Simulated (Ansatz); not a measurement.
Stretching the Ga1–H2 bond in ClFGaH (SMILES [F][GaH][Cl]) (multiplicity 1 held, fragments rigid). Energies count from the point at 1.542 Å.
Geometry at that point (charge 0, multiplicity 1):
```
atom    x (Å)    y (Å)    z (Å)
----  -------  -------  -------
Ga    -0.4204   0.0949  -0.3452
H     -1.6104  -0.4186  -1.1800
F     -0.0046   1.7996  -0.3318
Cl     0.8637  -1.1012   0.8746
```

Restricted levels (R-, RO-) in cc, def2 and unpolarised 6-31G sets keep to the state of the molecule at rest. Active spaces are followed from a long bond inwards. Curves can end on different states.

Cores are frozen in the correlated methods. Filled d and f shells under p-block atoms count as core.

Run with Ansatz (Gaussian basis) for Hartree–Fock, density functionals and correlated methods. Each number belongs to the level named beside it.

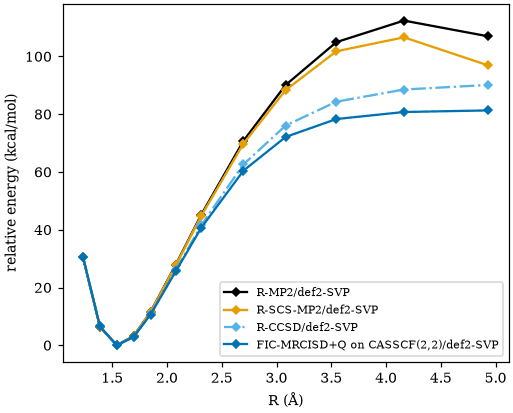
Figure: Relative energy along the coordinate

Doubts at one or more of the structures used: a restricted determinant that unrestricted orbitals would lower (R-MP2/def2-SVP, R-SCS-MP2/def2-SVP, R-CCSD/def2-SVP); other coupled-cluster roots lie near (R-CCSD/def2-SVP).

Ansatz is a first-principles code.
